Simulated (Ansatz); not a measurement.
**Fields on a plane of Pb (fcc, Cu type)**

```
CELL_PARAMETERS angstrom
      0.00000     2.51706     2.51706
      2.51706     0.00000     2.51706
      2.51706     2.51706     0.00000
ATOMIC_POSITIONS crystal
  Pb 0.00000 0.00000 0.00000
```

The slice is a {111} plane (indices of the conventional cell) through the point (0.000, 0.000, 0.000) (fractional), spanned by u = [100] and v = [-1 2 0] in vectors of this cell: u (3.56 Å) and v (6.17 Å, at 90° to u). It covers one period; positions are fractions (u, v).

Atoms on it: Pb at (0.00, 0.00); Pb at (0.50, 0.50).

Computed with PBE (plane waves to 420 eV, PAW, scalar-relativistic; Ansatz, a first-principles code). k mesh 16×16×16. These are valence fields of a PAW run, semicore shells included where kept as valence: close to a nucleus they are smooth pseudo fields. Pb was relaxed with its symmetry unable to fall. Spin-orbit coupling is left out, though Pb is heavy. The PAW data are Ansatz's earlier set. The relaxed volume of Pb is well above the measured one; the method has no dispersion term.

| v \ u | 0.00 | 0.12 | 0.25 | 0.38 | 0.50 | 0.62 | 0.75 | 0.88 |
|---|---|---|---|---|---|---|---|---|
| 0.96 | x | x | 0.45 | 0.32 | 0.20 | 0.32 | 0.45 | x |
| 0.86 | 0.45 | 0.43 | 0.34 | 0.25 | 0.19 | 0.25 | 0.34 | 0.43 |
| 0.75 | 0.27 | 0.24 | 0.20 | 0.24 | 0.27 | 0.24 | 0.20 | 0.24 |
| 0.64 | 0.19 | 0.25 | 0.34 | 0.43 | 0.45 | 0.43 | 0.34 | 0.25 |
| 0.54 | 0.20 | 0.32 | 0.45 | x | x | x | 0.45 | 0.32 |
| 0.43 | 0.20 | 0.31 | 0.43 | 0.29 | x | 0.29 | 0.43 | 0.31 |
| 0.32 | 0.19 | 0.21 | 0.30 | 0.36 | 0.39 | 0.36 | 0.30 | 0.21 |
| 0.21 | 0.33 | 0.31 | 0.24 | 0.20 | 0.21 | 0.20 | 0.24 | 0.31 |
| 0.11 | 0.32 | 0.43 | 0.39 | 0.29 | 0.20 | 0.29 | 0.39 | 0.43 |
| 0.00 | x | x | 0.45 | 0.32 | 0.20 | 0.32 | 0.45 | x |

Values: electron localisation function (ELF). Points within 0.5 Å of a nucleus are blanked (x), as the pseudised field means little there.

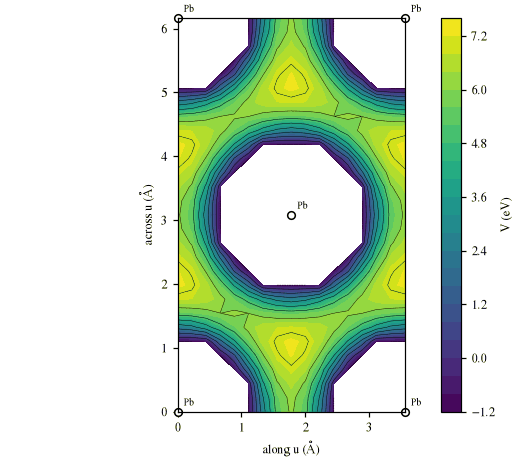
Fig. 1. Electrostatic potential energy of an electron, from the cell's mean, in eV, one period of the plane, atoms marked. Points within 1 Å of a nucleus are left white, as the pseudised field means little there. Values under -1 eV are set to -1. The zero, the cell's mean, hangs on the PAW cores.

| Property | Value |
|---|---|
| Density on the Pb–Pb line (3.56 Å) at its midpoint | 0.11 e/Å³ |
| ELF at that point | 0.20 |
